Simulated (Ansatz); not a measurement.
# AlH2Br (SMILES [H][Al]([H])[Br]) at BLYP/STO-3G

What is the electronic atomisation energy of AlH2Br at BLYP/STO-3G? 

The calculation is run with Ansatz 0.2.0.

51 further runs of the same task are left out: 2 that didn't finish, 49 set aside as unsound or not needed.

### Step 1. The system as given

AlH2Br: 4 atoms, total charge 0, spin state singlet. As SMILES, `[H][Al]([H])[Br]`. The shape comes from GFN2-xTB, which is rough for such elements, and wasn't checked as a minimum.

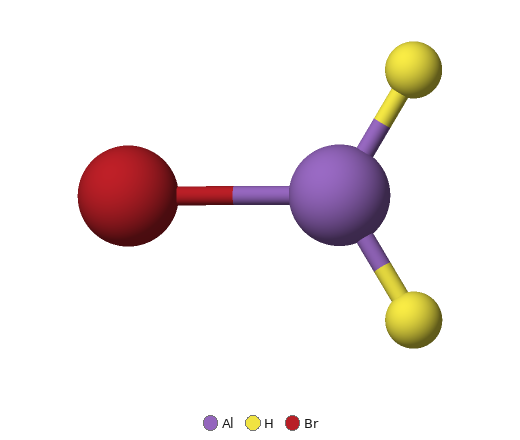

Viewed from a chosen angle; aluminium purple, hydrogen yellow, bromine red.

### Step 2. A single-point energy at BLYP/STO-3G

Input file in.yaml:

```yaml
crystal:
  periodic: [false, false, false]
  atoms:
    - {symbol: Al, position_ang: [0.085960, 0.143320, 0.001240]}
    - {symbol: H, position_ang: [1.619870, 0.141230, 0.011920]}
    - {symbol: H, position_ang: [-0.640600, 1.494120, -0.021230]}
    - {symbol: Br, position_ang: [-1.065230, -1.778670, 0.008060]}
basis:
  gaussian: {orbitals: STO-3G}
hamiltonian: {xc: {name: BLYP}}
accuracy: high
```

Run with:

```console
$ ansatz run in.yaml --threads 1 --pin off --max-ram 2610MiB --events-out events.jsonl --progress --plain --runs-dir runs
```

Output:

```text
Warning: RAYON_NUM_THREADS=1 ignored (pool sized by the plan → 1); use --threads N
Functional definition: BLYP
  name "BLYP"
  parameter beta = 0.0042
  parameter a = 0.04918
  parameter b = 0.132
  parameter c = 0.2533
  parameter d = 0.349
  exchange = b88_x(beta = beta)
  correlation = lyp_c(a = a, b = b, c = c, d = d)
413 factors; integrals over basis functions are off by at most 7.7e-9 eV
mean field evaluation 1: about -75824.7601 eV, gradient 2.6e1 eV
mean field evaluation 2: about -75822.5512 eV, gradient 3.5e1 eV
mean field evaluation 4: about -75827.2142 eV, gradient 8.8e-1 eV
mean field evaluation 8: about -75827.1817 eV, gradient 8.2e-4 eV
mean field -75827.18174504 eV, -2786.5975316204 hartree, gradient 9.5e-9 eV, S^2 0.000000; 0 other end points of the search recorded, 0 dependent functions left out
reference -75827.18178073 eV, -2786.5975329319 hartree; 25, 25 occupied and 4, 4 virtual orbitals, 413 factors
Total energy: -75827.18178073 eV, -2786.5975329319 hartree
```

Wall time 1.3 s (1 thread of Arm Neoverse V1, shared host); peak memory 0.098 GiB.

### Step 3. The Al atom

Input file job.yaml:

```yaml
basis:
  gaussian:
    orbitals: STO-3G
crystal:
  periodic: [false, false, false]
  atoms:
    - {symbol: Al, position_ang: [0.000000, 0.000000, 0.000000]}
magnetization:
  spin_polarized: true
  initial_magnetization: 1
hamiltonian:
  xc: {name: BLYP}
accuracy: high
```

Run the same way, it converges to -239.29454 Eh (log not shown).

### Step 4. The Br atom, same level

Input file input.yaml:

```yaml
basis:
  gaussian: {orbitals: STO-3G}
crystal:
  periodic: [false, false, false]
  atoms:
    - symbol: Br
      position_ang: [0.000000, 0.000000, 0.000000]
accuracy: high
magnetization: {spin_polarized: true, initial_magnetization: 1}
hamiltonian: {xc: {name: BLYP}}
```

Run the same way, it converges to -2545.82067 Eh (log not shown).

### Step 5. The H atom, same level

Input file run.yaml:

```yaml
crystal:
  periodic: [false, false, false]
  atoms:
    - symbol: H
      position_ang: [0.000000, 0.000000, 0.000000]
basis:
  gaussian:
    orbitals: STO-3G
magnetization:
  spin_polarized: true
  initial_magnetization: 1
hamiltonian:
  xc: {name: BLYP}
accuracy: high
```

Run the same way, it converges to -0.46274 Eh (log not shown).

### Step 6. Results

Level: BLYP/STO-3G.

| quantity | value |
| --- | --- |
| molecule: total energy | -2786.59753 Eh |
| Al atom: total energy | -239.29454 Eh |
| Al atom: ⟨S²⟩ | 0.750 |
| Br atom: total energy | -2545.82067 Eh |
| Br atom: ⟨S²⟩ | 0.750 |
| H atom: total energy | -0.46274 Eh |
| H atom: ⟨S²⟩ | 0.750 |
| electronic atomisation energy | 15.153 eV |

In words: Taking the molecule apart into free atoms costs 15.15 eV (349 kcal/mol), before zero-point energy and without spin-orbit coupling. In a minimal basis such a difference can be off by several eV, whatever the method.
